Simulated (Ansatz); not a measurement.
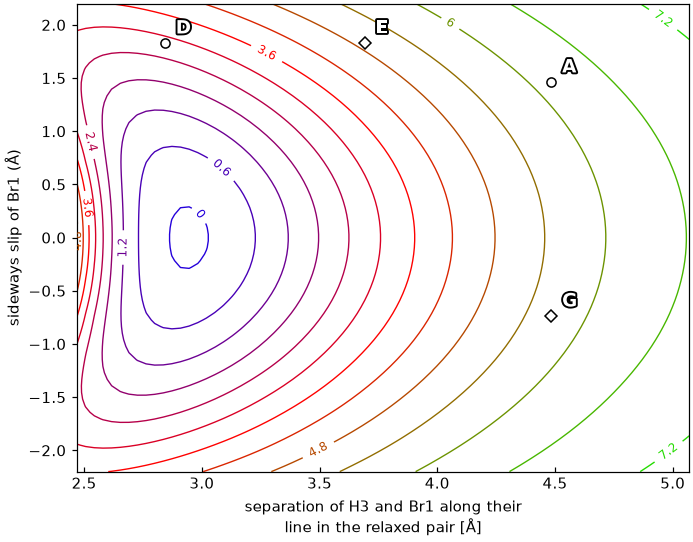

The pair Br···H₂, charge −1. First axis: separation of H3 and Br1 along their line in the relaxed pair. Second axis: sideways slip of Br1. Nothing is relaxed (both partners rigid). The grid has 13 × 13 points; 122 points were computed and 47 follow by symmetry. Points are written as (first, second). Energies are in kJ/mol, from the lowest grid point. All numbers below come from RKS wB97X-V/def2-TZVPD in Ansatz 0.2.0.

Drawn: contour lines labelled in kJ/mol, lettered points. Between grid points the surface is interpolated.

Q: Is D the lowest point of the computed grid?

A: No. D lies 2.8 kJ/mol above the lowest grid point, which is at (3.029 Å, 0.00 Å).

Q: What kind of point is each of A, D, E, G: minimum, saddle, maximum or slope?

A: A: on a slope; D: on a slope; E: on a slope; G: on a slope. (In these two coordinates alone; a stationary point may lie a little off the grid point.)

Q: Rank the lettered points by energy, lowest first.

A: D (2.8 kJ/mol), E (4.9 kJ/mol), G (5.7 kJ/mol), A (6.2 kJ/mol).
